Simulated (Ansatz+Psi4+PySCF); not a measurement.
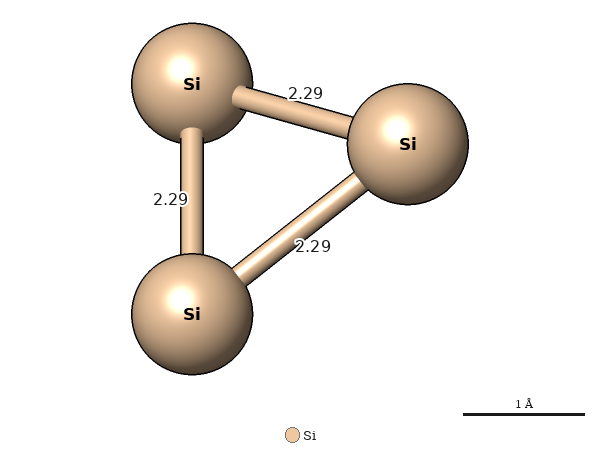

State: neutral, triplet. Geometry: a fixed input geometry, not necessarily a minimum. Basis: cc-pV(T+d)Z. Computed at fixed atoms with Ansatz, Psi4. R, U and RO name restricted, unrestricted and restricted open-shell orbitals; core potentials come with def2 and Stuttgart sets past Kr, some runs use density fitting (about 1 meV), and each entry rests on the lowest determinant that the runs found.

```xyz
3
charge 0, multiplicity 3
Si    1.3200    0.0000    0.0000
Si   -0.6600    1.1432    0.0000
Si   -0.6600   -1.1432    0.0000
```

Give total energies (hartree), correlation energies and ⟨S²⟩ of the determinant for RO-MP2 (15 frozen); ROHF; U-MP2 (15 frozen); UHF.

| method | energy (Eh) | correlation (mEh) | ⟨S²⟩ |
| --- | --- | --- | --- |
| ROHF | -866.7068 | – | 2.00 |
| UHF | -866.7135 | – | 2.03 |
| U-MP2 (15 frozen) | -867.0064 | -293.0 | 2.03 |
| RO-MP2 (15 frozen) | -867.0094 | -302.6 | 2.00 |

The spin state was imposed, and no run here compares it with a lower spin, which may lie lower.
